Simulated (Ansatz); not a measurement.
# CCl3F (trichlorofluoromethane) at BHLYP/6-31G(d) (spherical functions)

Aim: the energy change on altering one bond length of CCl3F (trichlorofluoromethane) at BHLYP/6-31G* (spherical functions), from 2 runs. 

Program for the calculation: Ansatz 0.2.0.

51 further runs of the same task are left out: 2 that didn't finish, 49 set aside as unsound or not needed. Runs told in other sessions of the task aren't counted.

**1. Starting point**

CCl3F: 5 atoms, total charge 0, spin state singlet. SMILES: `FC(Cl)(Cl)Cl`. The shape is that of a PBE0-D4/def2-TZVP optimisation.

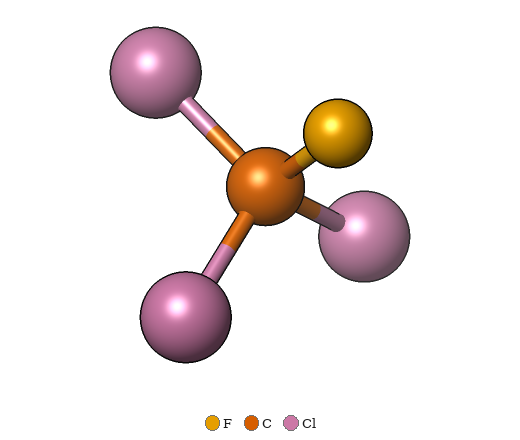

The structure, seen from a chosen angle (fluorine amber, carbon orange, chlorine pink).

**2. A single-point energy at BHLYP/6-31G(d) (spherical functions)**

Input file run.yaml:

```yaml
crystal:
  periodic: [false, false, false]
  atoms:
    - {symbol: F, position_ang: [0.911880, -0.820730, 0.677360]}
    - {symbol: C, position_ang: [0.044670, -0.040210, 0.033190]}
    - {symbol: Cl, position_ang: [-1.384510, 0.157610, 1.040990]}
    - {symbol: Cl, position_ang: [-0.379970, -0.814480, -1.489160]}
    - {symbol: Cl, position_ang: [0.807920, 1.517810, -0.262390]}
basis:
  gaussian:
    orbitals: 6-31G_st_-spherical.json
output:
  orbitals: {seedname: orbitals}
accuracy: high
hamiltonian:
  xc: {name: BHLYP}
```

The basis set 6-31G* is read from a file made from the Basis Set Exchange's data (not shown).

The run is started by

```
$ ansatz run run.yaml --threads 1 --pin off --max-ram 3480MiB --events-out events.jsonl --progress --plain --runs-dir runs
```

Standard output:

```text
Warning: RAYON_NUM_THREADS=1 ignored (pool sized by the plan → 1); use --threads N
Functional definition: BHLYP
  name "BHLYP"
  parameter a = 0.5
  exchange = (1 - a)*b88_x + a*exact_x
  correlation = lyp_c
1786 factors; integrals over basis functions are off by at most 3.3e-9 eV
mean field evaluation 1: about -41314.8321 eV, gradient 3.4e1 eV
mean field evaluation 2: about -41313.2720 eV, gradient 4.7e1 eV
mean field evaluation 4: about -41317.2400 eV, gradient 1.4e0 eV
mean field evaluation 8: about -41317.6429 eV, gradient 9.3e-2 eV
mean field evaluation 16: about -41317.6430 eV, gradient 4.7e-6 eV
mean field -41317.64302594 eV, -1518.3953750988 hartree, gradient 1.6e-8 eV, S^2 0.000000; 0 other end points of the search recorded, 0 dependent functions left out
reference -41317.64304990 eV, -1518.3953759796 hartree; 33, 33 occupied and 49, 49 virtual orbitals, 1786 factors
Total energy: -41317.64304990 eV, -1518.3953759796 hartree
```

Wall time 9 s (1 thread of Arm Neoverse V2, shared host); peak memory 0.29 GiB.

**3. The distorted shape at the same level**

Input file in.yaml:

```yaml
crystal:
  periodic: [false, false, false]
  atoms:
    - {symbol: F, position_ang: [1.041987, -0.937831, 0.774004]}
    - {symbol: C, position_ang: [0.044670, -0.040210, 0.033190]}
    - {symbol: Cl, position_ang: [-1.384510, 0.157610, 1.040990]}
    - {symbol: Cl, position_ang: [-0.379970, -0.814480, -1.489160]}
    - {symbol: Cl, position_ang: [0.807920, 1.517810, -0.262390]}
basis:
  gaussian: {orbitals: 6-31G_st_-spherical.json}
hamiltonian: {xc: {name: BHLYP}}
accuracy: high
output: {orbitals: {seedname: orbitals}}
```

The basis set 6-31G* is read from a file made from the Basis Set Exchange's data (not shown).

The run is started by

```
$ ansatz run in.yaml --threads 1 --pin off --max-ram 3480MiB --events-out events.jsonl --progress --plain --runs-dir runs
```

Standard output:

```text
Warning: RAYON_NUM_THREADS=1 ignored (pool sized by the plan → 1); use --threads N
Functional definition: BHLYP
  name "BHLYP"
  parameter a = 0.5
  exchange = (1 - a)*b88_x + a*exact_x
  correlation = lyp_c
1770 factors; integrals over basis functions are off by at most 3.7e-9 eV
mean field evaluation 1: about -41313.5900 eV, gradient 3.8e1 eV
mean field evaluation 2: about -41310.1753 eV, gradient 6.1e1 eV
mean field evaluation 4: about -41316.6585 eV, gradient 5.5e-1 eV
mean field evaluation 8: about -41317.0231 eV, gradient 2.8e-1 eV
mean field evaluation 16: about -41317.0234 eV, gradient 4.5e-5 eV
mean field -41317.02335344 eV, -1518.3726025546 hartree, gradient 7.7e-8 eV, S^2 0.000000; 0 other end points of the search recorded, 0 dependent functions left out
reference -41317.02337717 eV, -1518.3726034266 hartree; 33, 33 occupied and 49, 49 virtual orbitals, 1770 factors
Total energy: -41317.02337717 eV, -1518.3726034266 hartree
```

Run time: 9 s. Hardware: 1 thread of Arm Neoverse V2, shared host; peak memory 0.29 GiB.

**4. What came out**

At BHLYP/6-31G* (spherical functions):

| quantity | value |
| --- | --- |
| first shape: total energy | -1518.39538 Eh |
| first shape: HOMO energy | -10.44 eV |
| first shape: LUMO energy | 0.00 eV |
| first shape: HOMO–LUMO gap | 10.44 eV |
| distorted shape: total energy | -1518.37260 Eh |
| distorted shape: HOMO energy | -10.62 eV |
| distorted shape: LUMO energy | -0.24 eV |
| distorted shape: HOMO–LUMO gap | 10.38 eV |
| energy change with the F1–C2 bond stretched from 1.333 to 1.533 Å | 0.620 eV |

What this shows: With the F1–C2 bond stretched from 1.333 to 1.533 Å the energy rises by 0.62 eV (14.3 kcal/mol). The first shape isn't relaxed at this level, so the change isn't measured from a minimum.
